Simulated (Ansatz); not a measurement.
# CH9BN2Si: geometry relaxation (part 1 of 2)

CH9BN2Si, SMILES BN[SiH2]NC, computed with RKS PBE/cc-pVDZ (Ansatz 0.2.0).

It belongs to a series of runs on one base structure; here: end point A relaxed. Figures and captions count atoms from 1; the log counts them from 0 in places.

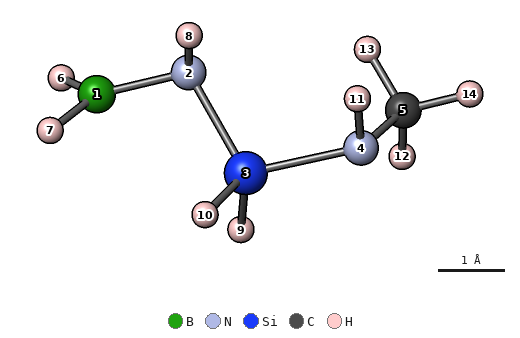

**Figure 1.** The starting structure (ball-and-stick view, seen at a tilt; atoms are numbered from 1 in the order of the input). Bond lengths as drawn: B–H 1.18 to 1.22 Å, B–N 1.47 Å, C–H 1.07 to 1.12 Å, C–N 1.39 Å, H–N 1.00 to 1.12 Å, H–Si 1.43 to 1.49 Å and N–Si 1.81 to 1.82 Å.

The input
```yaml
crystal:
  periodic: [false, false, false]
  atoms:
    - { symbol: B, position_ang: [-0.8413, 1.7653, 1.6218] }
    - { symbol: "N", position_ang: [-0.453, 0.4243, 1.1528] }
    - { symbol: Si, position_ang: [-0.4618, 0.4263, -0.6523] }
    - { symbol: "N", position_ang: [0.1274, -1.1903, -1.2411] }
    - { symbol: C, position_ang: [1.4229, -1.5044, -0.8358] }
    - { symbol: H, position_ang: [-0.1872, 2.4629, 2.3123] }
    - { symbol: H, position_ang: [-1.9307, 2.2304, 1.3227] }
    - { symbol: H, position_ang: [-1.1498, -0.229, 1.4493] }
    - { symbol: H, position_ang: [0.5302, 1.4485, -1.0852] }
    - { symbol: H, position_ang: [-1.7693, 0.7463, -1.1243] }
    - { symbol: H, position_ang: [-0.5898, -1.8947, -0.7571] }
    - { symbol: H, position_ang: [2.1484, -0.751, -1.2363] }
    - { symbol: H, position_ang: [1.4599, -1.4725, 0.2754] }
    - { symbol: H, position_ang: [1.6812, -2.4914, -1.1736] }
basis:
  gaussian: { orbitals: cc-pVDZ }
hamiltonian:
  xc: pbe
relax:
  f_tol: 0.015
  max_steps: 40
output:
  orbitals: {}
```

Machine: 2 threads of Arm Neoverse V1, 24 GiB of memory available, shared host.

Run as:
```bash
ansatz run input.yaml --threads 2 --pin off --max-ram 3072MiB --backend cpu --events-out ev --progress --plain --runs-dir out
```

The program's output
```
The last accepted step is kept in [file] (removed where the run ends without a failure and the disk answers)
Engine: ansatz 0.2.0, aarch64-unknown-linux-gnu
Functional definition: PBE
  parameter kappa = 0.804
  parameter beta = 0.06672455060314922
  exchange = pbe_x(kappa = kappa, mu = beta*pi^2/3)
  correlation = pbe_c(beta = beta)
1490 factors; their error is unknown
mean field evaluation 1: about -12692.1759 eV, gradient 8.1e1 eV
mean field evaluation 2: about -12616.4119 eV, gradient 1.7e2 eV
mean field evaluation 4: about -12706.1691 eV, gradient 1.5e1 eV
mean field evaluation 8: about -12706.6835 eV, gradient 1.3e-1 eV
mean field evaluation 16: about -12706.6320 eV, gradient 1.6e-3 eV
mean field -12706.63197925 eV, -466.9601123730 hartree, gradient 2.2e-5 eV, S^2 0.000000; 0 other end points of the search recorded, 0 dependent functions left out
the calculation of the forces begins
reference -12706.63202097 eV, -466.9601139062 hartree; 24, 24 occupied and 95, 95 virtual orbitals, 1490 factors
relax step   1: F+E_penalty+E_count = -12706.63197925 eV  Δ(F+E_penalty+E_count) = +0.000e0 eV  max|allowed force component| = 4.958e0 eV/Å  Δτ_max = 0.0000 Å  (30 SCF iters, accepted)
these checks for a lower state are left out or cut short: starts, cluster_reference, orbital_swaps, neighbouring_geometries, increment
1490 factors; their error is unknown
mean field -12707.25329286 eV, -466.9829452269 hartree, gradient 1.4e-5 eV, S^2 0.000000; 0 other end points of the search recorded, 0 dependent functions left out
[... from here on the field's lines of each further geometry are left out, up to the last ...]
relax step   2: F+E_penalty+E_count = -12707.25329286 eV  Δ(F+E_penalty+E_count) = -6.213e-1 eV  max|allowed force component| = 1.884e0 eV/Å  Δτ_max = 0.1937 Å  (36 SCF iters, accepted)
relax step   3: F+E_penalty+E_count = -12707.45606985 eV  Δ(F+E_penalty+E_count) = -2.028e-1 eV  max|allowed force component| = 7.081e-1 eV/Å  Δτ_max = 0.1957 Å  (29 SCF iters, accepted)
relax step   4: F+E_penalty+E_count = -12707.67845087 eV  Δ(F+E_penalty+E_count) = -2.224e-1 eV  max|allowed force component| = 7.919e-1 eV/Å  Δτ_max = 0.2000 Å  (29 SCF iters, accepted)
relax step   5: F+E_penalty+E_count = -12707.89689653 eV  Δ(F+E_penalty+E_count) = -2.184e-1 eV  max|allowed force component| = 6.680e-1 eV/Å  Δτ_max = 0.1953 Å  (29 SCF iters, accepted)
relax step   6: F+E_penalty+E_count = -12708.08348386 eV  Δ(F+E_penalty+E_count) = -1.866e-1 eV  max|allowed force component| = 7.143e-1 eV/Å  Δτ_max = 0.2000 Å  (29 SCF iters, accepted)
relax step   7: F+E_penalty+E_count = -12708.26802236 eV  Δ(F+E_penalty+E_count) = -1.845e-1 eV  max|allowed force component| = 6.056e-1 eV/Å  Δτ_max = 0.2000 Å  (29 SCF iters, accepted)
relax step   8: F+E_penalty+E_count = -12708.39408305 eV  Δ(F+E_penalty+E_count) = -1.261e-1 eV  max|allowed force component| = 4.763e-1 eV/Å  Δτ_max = 0.2000 Å  (28 SCF iters, accepted)
relax step   9: F+E_penalty+E_count = -12708.46638975 eV  Δ(F+E_penalty+E_count) = -7.231e-2 eV  max|allowed force component| = 3.368e-1 eV/Å  Δτ_max = 0.2000 Å  (29 SCF iters, accepted)
relax step  10: F+E_penalty+E_count = -12708.51240698 eV  Δ(F+E_penalty+E_count) = -4.602e-2 eV  max|allowed force component| = 1.404e-1 eV/Å  Δτ_max = 0.2000 Å  (29 SCF iters, accepted)
relax step  11: F+E_penalty+E_count = -12708.52889192 eV  Δ(F+E_penalty+E_count) = -1.648e-2 eV  max|allowed force component| = 3.406e-1 eV/Å  Δτ_max = 0.1949 Å  (29 SCF iters, accepted)
relax step  12: F+E_penalty+E_count = -12708.53571287 eV  Δ(F+E_penalty+E_count) = -6.821e-3 eV  max|allowed force component| = 6.795e-1 eV/Å  Δτ_max = 0.1161 Å  (30 SCF iters, accepted)
relax step  13: F+E_penalty+E_count = -12708.54704378 eV  Δ(F+E_penalty+E_count) = -1.133e-2 eV  max|allowed force component| = 3.050e-1 eV/Å  Δτ_max = 0.1263 Å  (30 SCF iters, accepted)
relax step  14: F+E_penalty+E_count = -12708.54542126 eV  Δ(F+E_penalty+E_count) = +1.623e-3 eV  max|allowed force component| = 4.341e-1 eV/Å  Δτ_max = 0.0671 Å  (30 SCF iters, rejected (line search))
relax step  15: F+E_penalty+E_count = -12708.55308019 eV  Δ(F+E_penalty+E_count) = -6.036e-3 eV  max|allowed force component| = 4.534e-2 eV/Å  Δτ_max = 0.0319 Å  (30 SCF iters, accepted)
relax step  16: F+E_penalty+E_count = -12708.55361265 eV  Δ(F+E_penalty+E_count) = -5.325e-4 eV  max|allowed force component| = 3.694e-2 eV/Å  Δτ_max = 0.0134 Å  (31 SCF iters, accepted)
relax step  17: F+E_penalty+E_count = -12708.55423740 eV  Δ(F+E_penalty+E_count) = -6.248e-4 eV  max|allowed force component| = 6.243e-2 eV/Å  Δτ_max = 0.0549 Å  (30 SCF iters, accepted)
relax step  18: F+E_penalty+E_count = -12708.55542718 eV  Δ(F+E_penalty+E_count) = -1.190e-3 eV  max|allowed force component| = 3.222e-2 eV/Å  Δτ_max = 0.0757 Å  (30 SCF iters, accepted)
relax step  19: F+E_penalty+E_count = -12708.55557018 eV  Δ(F+E_penalty+E_count) = -1.430e-4 eV  max|allowed force component| = 1.516e-2 eV/Å  Δτ_max = 0.0168 Å  (30 SCF iters, accepted)
the calculation of the forces begins
reference -12708.55565720 eV, -467.0308062337 hartree; 24, 24 occupied and 95, 95 virtual orbitals, 1490 factors
relax step  20: F+E_penalty+E_count = -12708.55561337 eV  Δ(F+E_penalty+E_count) = -4.318e-5 eV  max|allowed force component| = 8.007e-3 eV/Å  Δτ_max = 0.0040 Å  (24 SCF iters, accepted)
1490 factors; their error is unknown
mean field evaluation 160: about -12708.5839 eV, gradient 3.2e0 eV
```

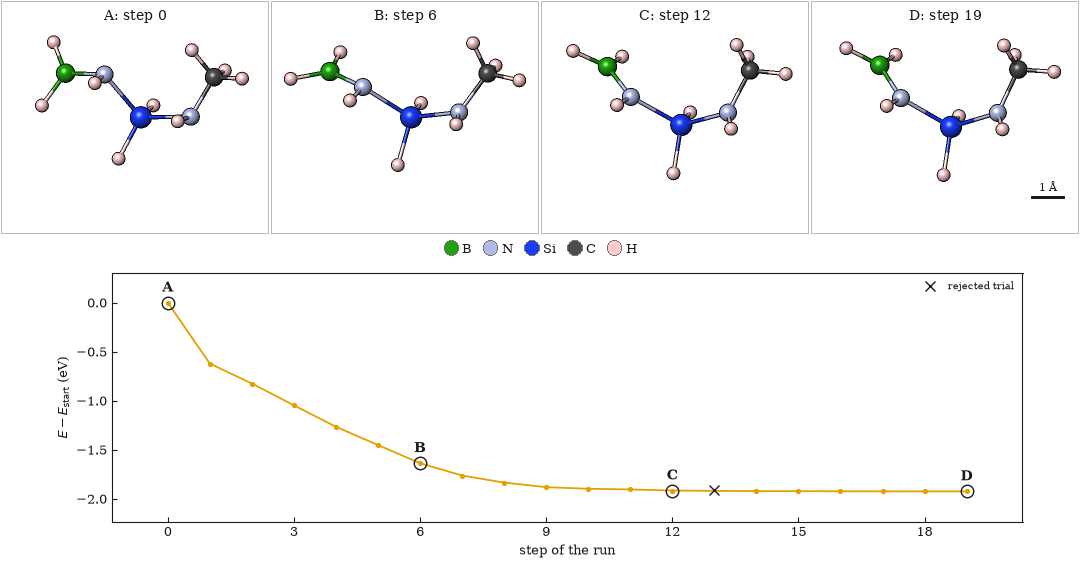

**Figure 2.** Frames of the relaxation (ball-and-stick view, seen at a tilt) above the curves, on which the letters mark them (the first geometry is step 0 here and step 1 in the log).

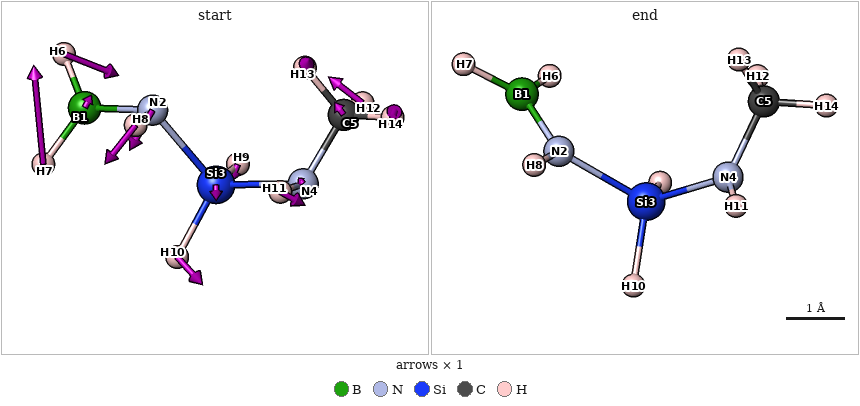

**Figure 3.** Before (left) and after (right) the relaxation, at one scale (ball-and-stick view, seen at a tilt). The pink arrows give the displacements, at true length. The energy falls by 1.924 eV in 19 geometry steps. The largest force component goes from 5 to 0.008 eV/Å. The line search rejected the trial step at point 13 (counted from 0) and went back. The atom that moves furthest after the best rigid fit is H7 (1.82 Å). By element the largest moves are H 1.82 Å, N 0.84 Å, Si 0.30 Å, C 0.29 Å, B 0.27 Å. Among the contacts that change: N4–H11 1.116 → 1.024 Å, Si3–H10 1.426 → 1.507 Å, Si3–N4 1.819 → 1.748 Å, N4–C5 1.393 → 1.459 Å. Among the angles that change: B1–N2–Si3 108.4° → 127.4°, Si3–N4–H11 102.3° → 116.7°, Si3–N4–C5 114.0° → 123.9°. (Atoms are counted from 1 in the order of the input.)

```
mean field -12708.55561337 eV, -467.0308046228 hartree, gradient 5.6e-6 eV, S^2 0.000000; 1 other end points of the search recorded, 0 dependent functions left out
the calculation of the forces begins
reference -12708.55565720 eV, -467.0308062337 hartree; 24, 24 occupied and 95, 95 virtual orbitals, 1490 factors
Total energy: -12708.55565720 eV, -467.0308062337 hartree
Atom 0 at    -0.619405     1.710098     1.700625 Å, force    -0.000536     0.003367     0.000456 eV/Å
Atom 1 at    -1.176403     0.752747     0.829419 Å, force    -0.003752    -0.008008     0.005178 eV/Å
Atom 2 at    -0.665397     0.379532    -0.854230 Å, force     0.001227     0.002081    -0.004912 eV/Å
Atom 3 at     0.177878    -1.130347    -1.108934 Å, force    -0.003275    -0.000136    -0.003101 eV/Å
Atom 4 at     1.480668    -1.442356    -0.530440 Å, force     0.003635    -0.002082     0.000533 eV/Å
Atom 5 at     0.297706     2.404052     1.301331 Å, force     0.000753    -0.000055     0.000240 eV/Å
Atom 6 at    -1.061236     1.828003     2.829513 Å, force     0.001965    -0.000403     0.000320 eV/Å
Atom 7 at    -1.943847     0.180925     1.202306 Å, force    -0.001040     0.004866    -0.000637 eV/Å
Atom 8 at     0.245463     1.515973    -1.221286 Å, force    -0.001223    -0.000738     0.000321 eV/Å
Atom 9 at    -1.910125     0.274538    -1.698047 Å, force     0.000837     0.000603    -0.000503 eV/Å
Atom 10 at    -0.401403    -1.957896    -1.277406 Å, force     0.001089    -0.001069     0.001265 eV/Å
Atom 11 at     2.086696    -0.515122    -0.465492 Å, force     0.000325     0.001996     0.000363 eV/Å
Atom 12 at     1.434911    -1.876486     0.496051 Å, force    -0.000521    -0.000240     0.001279 eV/Å
Atom 13 at     2.041593    -2.152960    -1.174808 Å, force     0.000515    -0.000181    -0.000801 eV/Å
Dipole moment:    -0.096488    -0.529500    -0.133885 e Å
```

Trajectory as extended XYZ (Å, eV, eV/Å), 20 frames, from step=1 to step=20
```
14
Properties=species:S:1:pos:R:3:forces:R:3 step=1 energy=-12706.63198
B    -0.8413    1.7653    1.6218   -0.8114  -0.7447  -0.2613
N    -0.4530    0.4243    1.1528    1.3399   1.5876  -0.0090
Si   -0.4618    0.4263   -0.6523    1.6601  -1.2825   0.3459
N     0.1274   -1.1903   -1.2411   -4.9576   0.2583   0.2054
C     1.4229   -1.5044   -0.8358    1.7209   0.5334   1.4824
H    -0.1872    2.4629    2.3123    0.9777   0.4387   0.3344
H    -1.9307    2.2304    1.3227   -0.2906  -0.0039   0.0205
H    -1.1498   -0.2290    1.4493   -1.2667  -0.9624   0.1764
H     0.5302    1.4485   -1.0852    0.1890   0.2308  -0.0902
H    -1.7693    0.7463   -1.1243   -1.4889   0.1454  -0.7615
H    -0.5898   -1.8947   -0.7571    1.5608   1.3406  -1.3250
H     2.1484   -0.7510   -1.2363   -0.0866  -0.3244   0.0856
H     1.4599   -1.4725    0.2754    0.8176  -0.1511   0.1928
H     1.6812   -2.4914   -1.1736    0.6358  -1.0659  -0.3966
14
Properties=species:S:1:pos:R:3:forces:R:3 step=2 energy=-12707.25329
B    -0.8903    1.7890    1.6875    0.2593   0.1994  -0.3555
N    -0.5155    0.4627    1.1830    0.2130   0.6231   0.3825
Si   -0.4691    0.4323   -0.6270    0.8472  -0.7009   0.0007
N     0.1122   -1.1634   -1.2203   -1.8836  -0.0149   0.5663
C     1.4481   -1.5353   -0.8132    0.7351   0.0596   0.5655
H    -0.0483    2.5356    2.1986   -0.1067  -0.2264  -0.2961
H    -2.0115    2.2497    1.4654   -0.0861  -0.1888   0.5278
H    -1.2638   -0.1935    1.4374   -0.4959  -0.1755  -0.2221
H     0.5209    1.4725   -1.0653    0.0220   0.0559   0.0145
H    -1.8135    0.6909   -1.1978   -0.4144  -0.0285  -0.2370
H    -0.5919   -1.8913   -0.8794    0.8802   0.7492  -0.5970
H     2.1758   -0.7937   -1.2116   -0.0503  -0.0600  -0.0215
H     1.6112   -1.5664    0.2990   -0.0059  -0.0560  -0.2154
H     1.7228   -2.5183   -1.2279    0.0862  -0.2363  -0.1124
14
Properties=species:S:1:pos:R:3:forces:R:3 step=3 energy=-12707.45607
B    -0.8850    1.8287    1.6503   -0.1676  -0.0010   0.6377
N    -0.5408    0.4847    1.1875   -0.3391   0.4310   0.0969
Si   -0.4482    0.4272   -0.6221    0.3216  -0.4215  -0.2025
N     0.1063   -1.1606   -1.2070   -0.4125   0.1402   0.4282
C     1.4606   -1.5501   -0.8034    0.3755  -0.1311   0.2077
H     0.0037    2.5627    2.1323   -0.3456  -0.1865  -0.7081
H    -2.0808    2.2131    1.6448    0.5770  -0.2005   0.2996
H    -1.3439   -0.1437    1.4006   -0.0460   0.2229  -0.2544
H     0.5363    1.4777   -1.0597    0.0038  -0.0167   0.0345
H    -1.8120    0.6613   -1.2296    0.0222  -0.0485  -0.0062
H    -0.5814   -1.8874   -0.9225    0.2665   0.1775  -0.2564
H     2.1839   -0.8100   -1.2058   -0.0176   0.0085  -0.0340
H     1.6513   -1.5987    0.3055   -0.1681  -0.0312  -0.2676
H     1.7371   -2.5342   -1.2422   -0.0700   0.0569   0.0246
14
Properties=species:S:1:pos:R:3:forces:R:3 step=4 energy=-12707.67845
B    -0.8929    1.8258    1.6696    0.0226   0.7194   0.7919
N    -0.6279    0.5015    1.1836   -0.5114  -0.0186  -0.2178
Si   -0.4458    0.4132   -0.6190    0.2526  -0.2713  -0.1874
N     0.1267   -1.1622   -1.1932   -0.1556   0.1023   0.3453
C     1.4879   -1.5571   -0.8041    0.1899  -0.1505   0.1226
H     0.0619    2.5807    1.9901   -0.5640  -0.3332  -0.6518
H    -2.0736    2.2126    1.8446    0.6116  -0.2361   0.2476
H    -1.4764   -0.0724    1.3625    0.0381   0.0917  -0.1605
H     0.5405    1.4774   -1.0182    0.0067  -0.0493   0.0191
H    -1.7996    0.6251   -1.2703    0.1203  -0.0490   0.0711
H    -0.5576   -1.9034   -0.9578    0.1960   0.1108  -0.1818
H     2.2073   -0.8150   -1.2078   -0.0043   0.0123  -0.0350
H     1.6824   -1.6147    0.3016   -0.1417  -0.0435  -0.2155
H     1.7541   -2.5411   -1.2530   -0.0608   0.1151   0.0523
14
Properties=species:S:1:pos:R:3:forces:R:3 step=5 energy=-12707.89690
B    -0.9058    1.8296    1.7127    0.1834   0.5922   0.2550
N    -0.7059    0.5184    1.1651   -0.5145   0.3128  -0.1664
Si   -0.4295    0.4086   -0.6254    0.0907  -0.1569   0.0074
N     0.1481   -1.1602   -1.1810   -0.0944   0.0238   0.2111
C     1.5070   -1.5662   -0.8017    0.0635  -0.0727   0.0309
H     0.0727    2.6140    1.8347   -0.6680  -0.4504  -0.3661
H    -2.0563    2.1997    2.0387    0.6504  -0.2552   0.2557
H    -1.5636   -0.0385    1.3278    0.0200  -0.0004  -0.0548
H     0.5604    1.4740   -1.0035    0.0314  -0.0396   0.0302
H    -1.7763    0.6045   -1.2865    0.0915  -0.0284  -0.0041
H    -0.5395   -1.9079   -0.9903    0.1625   0.0919  -0.1392
H     2.2257   -0.8222   -1.2033    0.0264  -0.0138   0.0009
H     1.6898   -1.6364    0.2996   -0.0403  -0.0484  -0.0746
H     1.7603   -2.5466   -1.2581   -0.0026   0.0450   0.0141
14
Properties=species:S:1:pos:R:3:forces:R:3 step=6 energy=-12708.08348
B    -0.9078    1.8520    1.7217    0.1444   0.5164   0.3609
N    -0.8101    0.5569    1.1318   -0.4041   0.2775  -0.2067
Si   -0.4364    0.3960   -0.6315    0.0141  -0.1539   0.0145
N     0.1676   -1.1639   -1.1703   -0.0624  -0.0269   0.2016
C     1.5278   -1.5709   -0.8014    0.0095  -0.0544   0.0034
H     0.0879    2.6233    1.7260   -0.7143  -0.4551  -0.2684
H    -1.9955    2.2050    2.2291    0.6809  -0.2100   0.0823
H    -1.6653    0.0060    1.3121    0.0225   0.0347  -0.0075
H     0.5694    1.4597   -0.9624    0.0175  -0.0129  -0.0126
H    -1.7651    0.5501   -1.3335    0.0728   0.0333  -0.0373
H    -0.5167   -1.9234   -1.0228    0.1679   0.1053  -0.1187
H     2.2434   -0.8156   -1.1875    0.0263  -0.0203   0.0078
H     1.7078   -1.6645    0.2969   -0.0066  -0.0618  -0.0353
H     1.7801   -2.5402   -1.2797    0.0315   0.0281   0.0161
```
